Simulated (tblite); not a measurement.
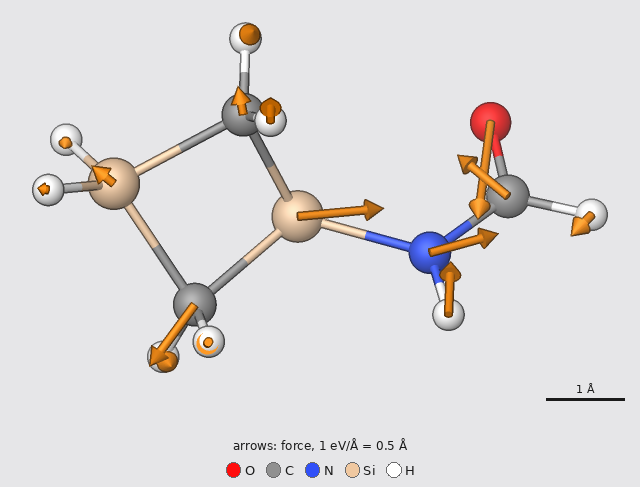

Starting geometry of C3H8NOSi2 (multiplicity 2) with the computed forces as orange arrows. Style: ball-and-stick. Shown at a tilt.

All numbers below come from tblite 0.8.0, GFN2-xTB geometry optimisation, gas phase. 

Is this structure relaxed? If not, where do the atoms go?

Answer. It isn't relaxed: the largest force vector, on the O atom, is 3.28 eV/Å. The final displacements have little in common with the starting forces (cosine between the two patterns 0.12). An H atom moves most after the best rigid fit: 1.45 Å. Largest moves by element: H 1.45 Å, C 0.69 Å, O 0.62 Å, Si 0.49 Å, N 0.19 Å. Among the contacts that change: C–Si 1.847 → 1.941 Å, C–N 1.416 → 1.338 Å, C–Si 1.880 → 1.935 Å, H–N 1.060 → 1.009 Å. Bond angles that change, for instance: N–Si–C 117.7° → 105.0°, H–C–H 118.3° → 106.6°, H–C–H 115.5° → 106.6°. The energy falls by 21.6 kcal/mol in 93 geometry steps.
